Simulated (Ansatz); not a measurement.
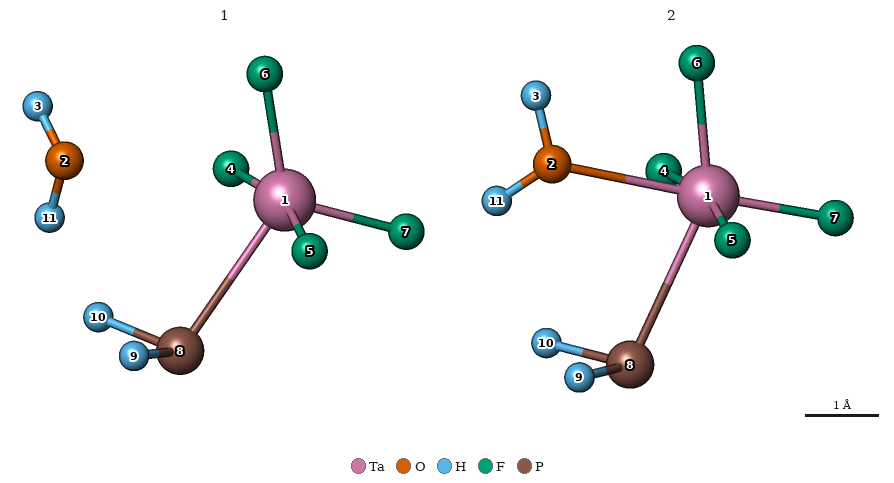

Two geometries of TaPH4OF4, drawn at one scale. One is the start of a relaxation, the other its converged end. The picture is a ball-and-stick view, seen face on.

Level of theory: RKS PBE0/def2-SVP (Ansatz). (no spin polarisation; force threshold 0.03 eV/Å; at most 50 steps)

Which of the two is the end point?

Answer. Structure 2 is the relaxed one. The run prepares an end point of a later path (reaction) calculation, from a guessed geometry. Over 9 geometry steps the energy falls by 0.632 eV. The largest force component goes from 0.74 to 0.023 eV/Å. The atom that moves furthest after the best rigid fit is H3 (0.78 Å). By element the largest moves are H 0.78 Å, O 0.61 Å, F 0.37 Å, Ta 0.33 Å, P 0.20 Å. Among the contacts that change: Ta1–O2 3.207 → 2.276 Å, Ta1–H3 3.653 → 2.823 Å, Ta1–H11 3.255 → 2.920 Å, Ta1–P8 2.526 → 2.570 Å. New bonds form, among them: Ta1–O2 (3.21 → 2.28 Å). Among the angles between lasting bonds that change: F6–Ta1–P8 134.9° → 149.6°, F6–Ta1–F7 118.4° → 108.6°, H3–O2–H11 104.4° → 110.4°. The run took 57 s on 4 threads of Intel(R) Xeon(R) Platinum 8259CL CPU @ 2.50GHz (Skylake/Cascade Lake), with other jobs on the host, peak memory 0.44 GiB.
